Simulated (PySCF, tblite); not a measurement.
# C2H6O3Si, a small molecule taken as a stand-in for a surface group (hydroxylated Si): NMR shifts, core binding energies and electronic excitations

Wanted: the NMR shifts, core binding energies and electronic excitations for `C=C[Si](O)(O)O`.

Programs: tblite 0.8.0 and PySCF 2.14.0. All values are calculated, for the isolated system unless a continuum is named. Atoms count from 0, parts from 1.

## 1. Starting point

12 atoms, charge 0, multiplicity 1; geometry: distance geometry start.

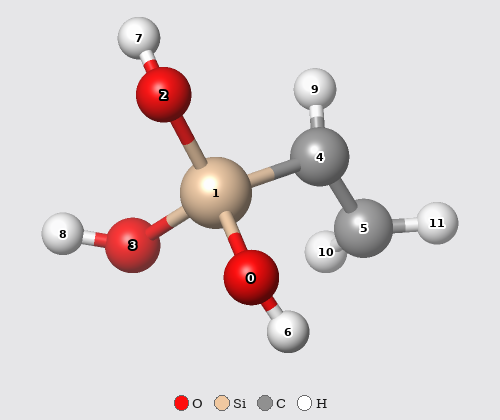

The starting geometry (oxygen red, silicon light orange, carbon grey, hydrogen white), atoms numbered.

## 2. Relaxing the cluster with GFN2-xTB

What the job is given:

```
{"job": {"kind": "relax", "xc": "GFN2-xTB", "basis": "xTB"}, "charge": 0, "multiplicity": 1}
O     -0.622501    -1.888242    -1.625843
Si    -0.444435    -0.954275    -0.100609
O      1.272230    -0.658297     0.178555
O     -1.100607    -1.889470     1.232492
C     -1.363318     0.613419    -0.248367
C     -2.802808     0.521898    -0.336827
H     -1.449255    -2.065603    -2.041533
H      1.624676    -0.151228     0.956458
H     -0.558769    -2.386996     1.904639
H     -1.004984     1.390608     0.351358
H     -3.320654     0.207772     0.511484
H     -3.283612     1.254685    -0.906984
```

With the program's defaults for keys left out, this is: GFN2-xTB geometry optimisation, gas phase.

Launch:

```console
$ OMP_NUM_THREADS=1 python cluster_run.py task.json out
```

One launch serves the whole session: the jobs run in the order shown.

Standard output:

```text
step      E/eV     max force
  0    -577.26583    3.685
  1    -578.02566    2.579
  2    -578.85883    2.735
  3    -579.36741    3.196
  4    -579.85066    2.713
  5    -580.52108    2.178
  6    -580.80394    1.414
  7    -580.87091    0.926
  8    -580.93392    1.147
  9    -580.99473    1.145
 10    -581.05599    0.633
 11    -581.08171    0.401
 12    -581.09808    0.584
 13    -581.11529    0.567
 14    -581.12820    0.401
 15    -581.13760    0.296
 16    -581.14457    0.266
 17    -581.15117    0.281
 18    -581.15610    0.169
 19    -581.15955    0.186
 20    -581.16310    0.169
 21    -581.16755    0.248
 22    -581.17145    0.191
 23    -581.17424    0.151
 24    -581.17659    0.138
 25    -581.17935    0.208
 26    -581.18255    0.203
 27    -581.18537    0.152
 28    -581.18723    0.114
 29    -581.18898    0.132
 30    -581.19120    0.214
 31    -581.19446    0.207
 32    -581.19755    0.141
 33    -581.19957    0.131
 34    -581.20069    0.103
 35    -581.20178    0.093
 36    -581.20271    0.065
 37    -581.20332    0.068
 38    -581.20382    0.064
 39    -581.20437    0.083
 40    -581.20508    0.095
 41    -581.20605    0.090
 42    -581.20681    0.105
 43    -581.20736    0.075
 44    -581.20755    0.040
 45    -581.20769    0.028
 46    -581.20785    0.031
 47    -581.20812    0.044
 48    -581.20835    0.047
 49    -581.20852    0.040
 50    -581.20869    0.037
 51    -581.20893    0.038
 52    -581.20917    0.035
 53    -581.20932    0.026
 54    -581.20939    0.024
 55    -581.20946    0.020
 56    -581.20955    0.023
 57    -581.20964    0.019
 58    -581.20971    0.016
 59    -581.20974    0.019
 60    -581.20977    0.028
 61    -581.20981    0.015
 62    -581.20986    0.032
 63    -581.20989    0.013
 64    -581.20991    0.015
 65    -581.20993    0.016
 66    -581.20995    0.015
 67    -581.20997    0.012
 68    -581.20998    0.009
 69    -581.20999    0.008
 70    -581.21001    0.010
 71    -581.21003    0.012
 72    -581.21005    0.013
 73    -581.21007    0.012
 74    -581.21009    0.012
 75    -581.21011    0.013
 76    -581.21014    0.019
 77    -581.21019    0.021
 78    -581.21025    0.018
 79    -581.21029    0.014
 80    -581.21032    0.014
 81    -581.21035    0.019
 82    -581.21043    0.029
 83    -581.21061    0.041
 84    -581.21080    0.039
 85    -581.21093    0.040
 86    -581.21090    0.074
 87    -581.21101    0.019
 88    -581.21102    0.015
 89    -581.21103    0.010
 90    -581.21106    0.016
 91    -581.21108    0.023
 92    -581.21113    0.030
 93    -581.21118    0.031
 94    -581.21127    0.030
 95    -581.21141    0.050
 96    -581.21164    0.090
 97    -581.21191    0.059
 98    -581.20194    0.968
 99    -581.21213    0.113
100    -581.21209    0.104
101    -581.21258    0.043
102    -581.21341    0.131
103    -581.20814    0.890
104    -581.21409    0.113
105    -581.21468    0.097
106    -581.20456    1.286
107    -581.21590    0.048
108    -581.21690    0.062
109    -581.20105    0.876
110    -581.21683    0.108
111    -581.21831    0.266
112    -581.21447    1.021
113    -581.21991    0.288
114    -581.22100    0.292
115    -581.21525    1.325
116    -581.22512    0.171
117    -581.22776    0.207
118    -581.21956    1.427
119    -581.23132    0.224
120    -581.23387    0.291
121    -581.22164    1.543
122    -581.23760    0.318
123    -581.24006    0.367
124    -581.23172    1.493
125    -581.24569    0.374
126    -581.24898    0.409
127    -581.24692    1.403
128    -581.25897    0.380
129    -581.26400    0.378
130    -581.27099    1.208
131    -581.28220    0.251
132    -581.29003    0.228
133    -581.29332    1.125
134    -581.30504    0.205
135    -581.31035    0.234
136    -581.30215    1.208
137    -581.31649    0.147
138    -581.31869    0.250
139    -581.31483    0.780
140    -581.32166    0.143
141    -581.32250    0.167
142    -581.32371    0.163
143    -581.32432    0.119
144    -581.32513    0.093
145    -581.32562    0.115
146    -581.32618    0.066
147    -581.32643    0.045
148    -581.32658    0.036
149    -581.32665    0.039
150    -581.32680    0.063
151    -581.32698    0.066
152    -581.32718    0.063
153    -581.32742    0.041
154    -581.32770    0.039
155    -581.32803    0.047
156    -581.32841    0.068
157    -581.32882    0.079
158    -581.32899    0.155
159    -581.32938    0.074
160    -581.32970    0.043
161    -581.33000    0.044
162    -581.33027    0.071
163    -581.33059    0.083
164    -581.33094    0.071
165    -581.33124    0.081
166    -581.33150    0.056
167    -581.33169    0.155
168    -581.33218    0.050
169    -581.33271    0.040
170    -581.33351    0.115
171    -581.33391    0.070
172    -581.33454    0.057
173    -581.33501    0.186
174    -581.33592    0.118
175    -581.33699    0.100
176    -581.33816    0.380
177    -581.33943    0.117
178    -581.34050    0.129
179    -581.34165    0.137
180    -581.34304    0.215
181    -581.34520    0.127
182    -581.34589    0.154
183    -581.34658    0.067
184    -581.34726    0.062
185    -581.34807    0.067
186    -581.34827    0.029
187    -581.34839    0.025
188    -581.34859    0.039
189    -581.34873    0.041
190    -581.34897    0.036
191    -581.34914    0.027
192    -581.34927    0.025
193    -581.34935    0.024
194    -581.34943    0.021
195    -581.34953    0.024
196    -581.34965    0.033
197    -581.34974    0.029
198    -581.34980    0.024
199    -581.34983    0.025
200    -581.34986    0.028
201    -581.34986    0.028
202    -581.35110    0.247
203    -581.35192    0.089
204    -581.35188    0.091
205    -581.35306    0.046
206    -581.35317    0.101
207    -581.35360    0.043
208    -581.35377    0.058
209    -581.35398    0.050
210    -581.35334    0.255
211    -581.35413    0.036
212    -581.35415    0.054
213    -581.35423    0.021
214    -581.35424    0.016
215    -581.35426    0.019
216    -581.35427    0.009
217    -581.35427    0.007
```

Run time: 3.1 s. Hardware: 1 thread of Arm Neoverse V1, shared host.

Along the way:

```csv
step,energy from step 0 (eV),largest force (eV/Å)
0,0.0000,3.6842
9,-3.7289,1.1444
18,-3.8903,0.1687
27,-3.9195,0.1512
36,-3.9369,0.0652
45,-3.9419,0.0281
54,-3.9436,0.0238
63,-3.9441,0.0124
72,-3.9442,0.0135
81,-3.9445,0.0185
90,-3.9452,0.0162
99,-3.9463,0.1121
108,-3.9511,0.0622
117,-3.9619,0.2076
126,-3.9831,0.4086
135,-4.0445,0.2344
144,-4.0593,0.0928
153,-4.0616,0.0408
162,-4.0644,0.0707
171,-4.0681,0.0701
180,-4.0772,0.2142
189,-4.0829,0.0412
198,-4.0840,0.0239
207,-4.0878,0.0433
216,-4.0884,0.0094
217,-4.0884,0.0064
```

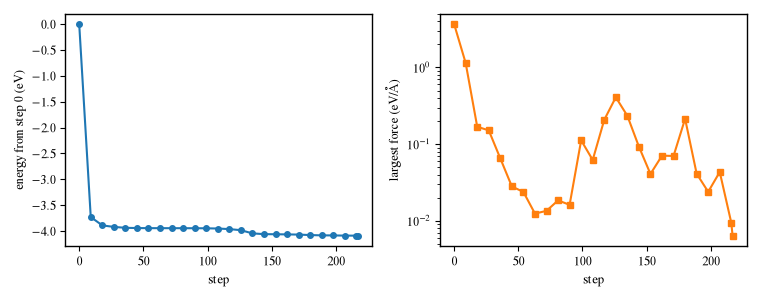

Energy and largest force along the relaxation.

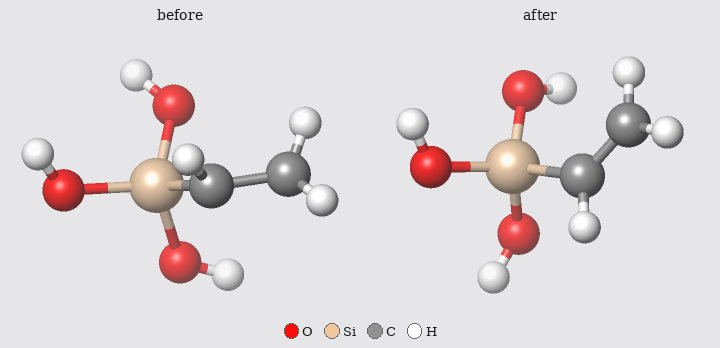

The geometry before (left) and after (right).

Close pairs (by a distance rule), those that changed most:

| bond | before (Å) | after (Å) | change (Å) |
| --- | --- | --- | --- |
| O0–Si1 | 1.797 | 1.628 | -0.169 |
| Si1–O2 | 1.764 | 1.629 | -0.135 |
| Si1–O3 | 1.756 | 1.627 | -0.129 |
| C4–C5 | 1.445 | 1.323 | -0.122 |
| Si1–C4 | 1.823 | 1.889 | +0.066 |
| O3–H8 | 0.996 | 0.952 | -0.045 |
| O2–H7 | 0.993 | 0.952 | -0.041 |
| C4–H9 | 1.045 | 1.084 | +0.039 |

## 3. Relaxing the molecule at PBE0-D3(BJ)/def2-SVP

What the job is given:

```
{"job": {"xc": "PBE0", "basis": "def2-SVP", "d3": "d3bj", "grid": 2, "kind": "geom", "shake": 0.01}, "charge": 0, "multiplicity": 1}
O      0.724846    -1.564968    -1.355021
Si     0.599644    -0.548271    -0.077183
O      2.090323    -0.015703     0.243071
O      0.119841    -1.398036     1.203691
C     -0.559636     0.891245    -0.458797
C     -1.570793     1.283927     0.314864
H      1.344081    -1.345220    -2.045073
H      2.311721     0.343123     1.112124
H     -0.634581    -2.006623     1.106433
H     -0.378697     1.454611    -1.348856
H     -1.807901     0.764431     1.246323
H     -2.200357     2.113898     0.075424
```

Standard output:

```text
step   0  E = -594.33095439  max force = 0.027540
step   1  E = -594.33568872  max force = 0.005501
step   2  E = -594.33580702  max force = 0.002201
step   3  E = -594.33593347  max force = 0.001423
step   4  E = -594.33600280  max force = 0.000949
step   5  E = -594.33651904  max force = 0.005153
step   6  E = -594.33677934  max force = 0.006590
step   7  E = -594.33733777  max force = 0.004264
step   8  E = -594.33760646  max force = 0.001154
step   9  E = -594.33764557  max force = 0.000989
step  10  E = -594.33767742  max force = 0.000582
step  11  E = -594.33771050  max force = 0.000533
step  12  E = -594.33776040  max force = 0.000960
step  13  E = -594.33781987  max force = 0.001337
step  14  E = -594.33787824  max force = 0.001337
step  15  E = -594.33793965  max force = 0.000827
step  16  E = -594.33797550  max force = 0.000469
step  17  E = -594.33798889  max force = 0.000416
optimisation converged
```

Run time: 2.7 min. Hardware: 1 thread of Arm Neoverse V1, shared host; peak memory 0.62 GiB.

Step by step:

```csv
step,energy from step 0 (eV),largest force component (eV/Å)
0,0.0000,1.4162
1,-0.1288,0.2829
2,-0.1320,0.1132
3,-0.1355,0.0732
4,-0.1374,0.0488
5,-0.1514,0.2650
6,-0.1585,0.3389
7,-0.1737,0.2193
8,-0.1810,0.0593
9,-0.1821,0.0509
10,-0.1829,0.0299
11,-0.1838,0.0274
12,-0.1852,0.0494
13,-0.1868,0.0688
14,-0.1884,0.0688
15,-0.1901,0.0425
16,-0.1911,0.0241
17,-0.1914,0.0214
```

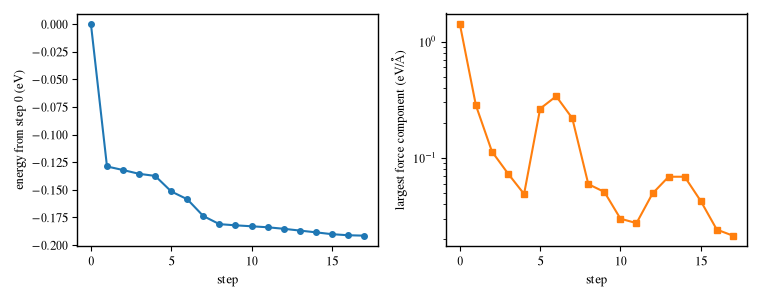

Energy and force, step by step.

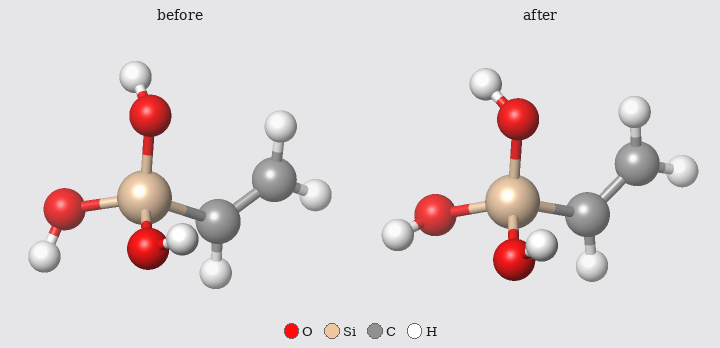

Before and after, at one scale.

Distances of close pairs at the start and the end, largest changes first:

```csv
bond,before (Å),after (Å),change (Å)
Si1–O3,1.610,1.664,+0.053
Si1–O2,1.615,1.658,+0.043
Si1–C4,1.887,1.849,-0.038
C4–H9,1.069,1.098,+0.029
C5–H11,1.069,1.096,+0.027
O0–Si1,1.638,1.654,+0.016
O3–H8,0.974,0.961,-0.013
O0–H6,0.953,0.963,+0.010
```

The final coordinates are the input of the step that follows.

```csv
at the end point,value
point group (found at 0.08 Å tolerance),C1
"rotational constants (GHz, main isotopes)","3.870, 2.174, 2.114"
dipole moment (D),1.12
```

## 4. Shielding tensors: PBE0/pcSseg-2

What the job is given:

```
{"job": {"kind": "nmr", "xc": "PBE0", "basis": "pcSseg-2"}, "charge": 0, "multiplicity": 1}
O      0.600170    -1.330448    -1.537476
Si     0.571173    -0.381219    -0.183667
O      2.111670     0.199835     0.014183
O      0.182106    -1.250443     1.180311
C     -0.686994     0.953161    -0.418127
C     -1.682821     1.145641     0.454899
H      1.461940    -1.707897    -1.740781
H      2.372605     0.400904     0.917495
H     -0.250610    -2.095159     1.027720
H     -0.609746     1.619420    -1.286874
H     -1.792151     0.502600     1.335242
H     -2.424958     1.942396     0.331567
```

Level: GIAO PBE0/pcSseg-2 NMR shielding, non-relativistic, gas phase.

Standard output:

```text
coarse grid: 10776 points
cycle   1  E = -594.5899629924  dE =  7.236e-01  |g| = 1.170e+00  |ddm| = 2.524e+00
cycle   2  E = -594.3241860543  dE =  2.658e-01  |g| = 1.686e+00  |ddm| = 1.522e+00
cycle   3  E = -594.8269553328  dE = -5.028e-01  |g| = 9.979e-02  |ddm| = 1.004e+00
cycle   4  E = -594.8287518615  dE = -1.797e-03  |g| = 4.345e-02  |ddm| = 8.755e-02
cycle   5  E = -594.8292197376  dE = -4.679e-04  |g| = 8.146e-03  |ddm| = 3.197e-02
cycle   6  E = -594.8292279834  dE = -8.246e-06  |g| = 4.187e-03  |ddm| = 5.949e-03
cycle   7  E = -594.8292311554  dE = -3.172e-06  |g| = 5.458e-04  |ddm| = 2.389e-03
final grid: 100200 points
cycle   8  E = -594.8228447792  dE = -8.368e-05  |g| = 7.198e-03  |ddm| = 2.996e-02
cycle   9  E = -594.8228371558  dE =  7.623e-06  |g| = 9.449e-03  |ddm| = 9.274e-03
cycle  10  E = -594.8228553627  dE = -1.821e-05  |g| = 8.741e-04  |ddm| = 5.362e-03
cycle  11  E = -594.8228554744  dE = -1.117e-07  |g| = 3.530e-04  |ddm| = 6.190e-04
cycle  12  E = -594.8228555021  dE = -2.773e-08  |g| = 1.062e-04  |ddm| = 2.447e-04
cycle  13  E = -594.8228555047  dE = -2.609e-09  |g| = 3.264e-05  |ddm| = 8.503e-05
cycle  14  E = -594.8228555049  dE = -2.415e-10  |g| = 3.593e-06  |ddm| = 1.984e-05
converged SCF energy = -594.8228555049

GIAO shielding tensors (ppm)
atom      isotropic    diamagn.    paramagn.     s11        s22        s33       span
  0 O      272.099     386.195    -114.096    239.483    257.148    319.665     80.182
  1 Si     383.907     875.630    -491.723    373.385    386.973    391.363     17.979
  2 O      269.326     386.053    -116.728    247.226    250.251    310.500     63.274
  3 O      275.125     389.616    -114.491    241.444    268.836    315.094     73.650
  4 C       41.057     256.710    -215.653    -81.227     32.980    171.417    252.644
  5 C       32.812     252.011    -219.199   -100.858     34.471    164.822    265.681
  6 H       29.525      30.585      -1.060     22.176     24.270     42.129     19.953
  7 H       29.677      31.738      -2.061     22.045     24.663     42.323     20.278
  8 H       29.735      32.088      -2.353     22.512     24.099     42.594     20.081
  9 H       24.863      30.654      -5.791     22.591     24.612     27.387      4.796
 10 H       24.638      31.870      -7.233     20.729     23.559     29.625      8.896
 11 H       24.735      28.952      -4.218     21.689     24.336     28.179      6.489
```

Run time: 66 s. Hardware: 1 thread of Arm Neoverse V1, shared host; peak memory 1.2 GiB.

Shifts follow as δ = σ(reference) − σ, with reference shieldings (ppm) from runs at the same level and on the same kind of geometry: ¹H TMS 31.25, ¹³C TMS 184.1, ²⁹Si TMS 341.3, ¹⁷O H2O 328.2. The references are single molecules in the gas phase, so shifts against H2O, NH3, PH3, H3PO4 or CFCl3 are not on the usual liquid scales and can be off by tens of ppm.

```
atoms                           environment  σ (ppm)  δ (ppm)
   C5               carbon bonded to C, 2 H     32.8    151.3
   C4             carbon bonded to C, Si, H     41.1    143.1
  H10      hydrogen on a carbon bonded to C    24.64     6.61
  H11      hydrogen on a carbon bonded to C    24.73     6.51
   H9  hydrogen on a carbon bonded to C, Si    24.86     6.38
   H6    hydrogen on an oxygen bonded to Si    29.53     1.72
   H7    hydrogen on an oxygen bonded to Si    29.68     1.57
   H8    hydrogen on an oxygen bonded to Si    29.74     1.51
   O2                oxygen bonded to Si, H    269.3     58.8
   O0                oxygen bonded to Si, H    272.1     56.1
   O3                oxygen bonded to Si, H    275.1     53.0
  Si1              silicon bonded to C, 3 O    383.9    -42.6
```

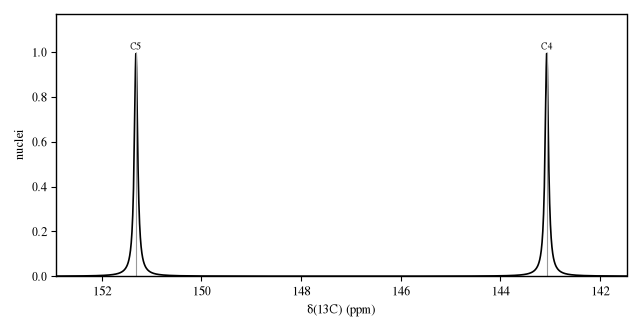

¹³C lines at the computed shifts, without couplings. Lines are broadened to a width of 0.08 ppm (Lorentzian).

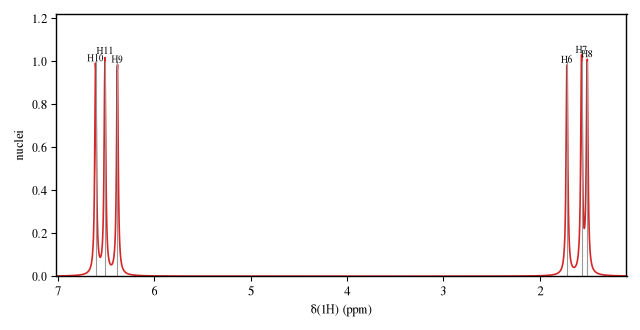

¹H lines at the computed shifts, without couplings. Lines are broadened to a width of 0.02 ppm (Lorentzian).

The run also stored atomic charges by several schemes (e):

| atoms | Mulliken | IAO | Hirshfeld | ESP fit |
| --- | --- | --- | --- | --- |
| O0 | -0.54 | -0.81 | -0.32 | -0.74 |
| Si1 | 1.16 | 1.61 | 0.52 | 1.07 |
| O2 | -0.54 | -0.82 | -0.32 | -0.77 |
| O3 | -0.56 | -0.82 | -0.32 | -0.76 |
| C4 | -0.32 | -0.50 | -0.15 | -0.26 |
| C5 | -0.08 | -0.27 | -0.08 | -0.40 |

IAO charges:

```csv
atom,value (e)
O0,-0.81
Si1,1.61
O2,-0.82
O3,-0.82
C4,-0.50
C5,-0.27
H6,0.38
H7,0.38
H8,0.38
H9,0.16
H10,0.15
H11,0.15
```

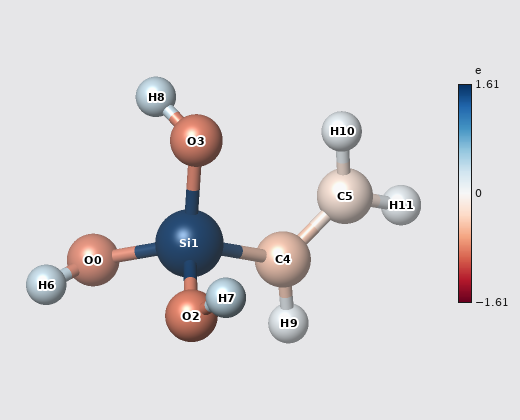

IAO charges, as colours on the atoms.

Mayer bond orders: O0–Si1 1.04, Si1–O2 1.02, Si1–O3 0.99, Si1–C4 0.98, C4–C5 1.86.

The fields below are evaluated on a grid from the run's orbitals.

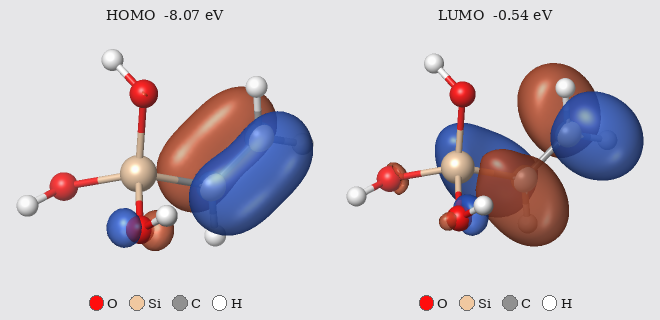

Frontier orbitals at PBE0/pcSseg-2; each surface holds 70 % of the orbital's density, blue and red mark the sign.

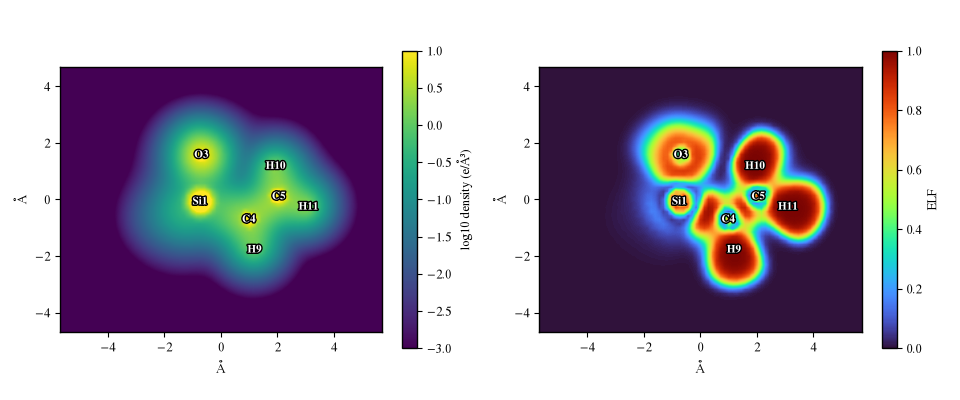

Density (left) and ELF (right) in a plane through or near 7 of the atoms.

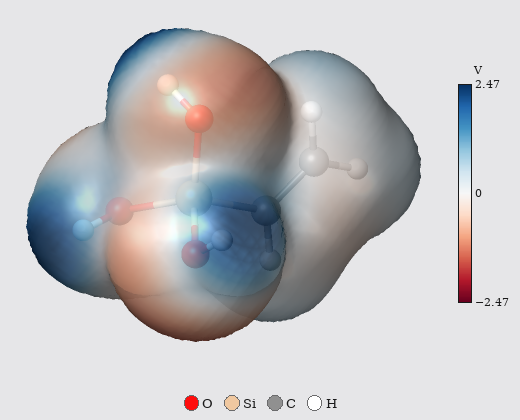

The potential that a unit positive charge feels on the 0.002 e/bohr³ surface, from -1.34 V near O0 to 2.47 V near H8.

(Part 1 of 2 ends here.)
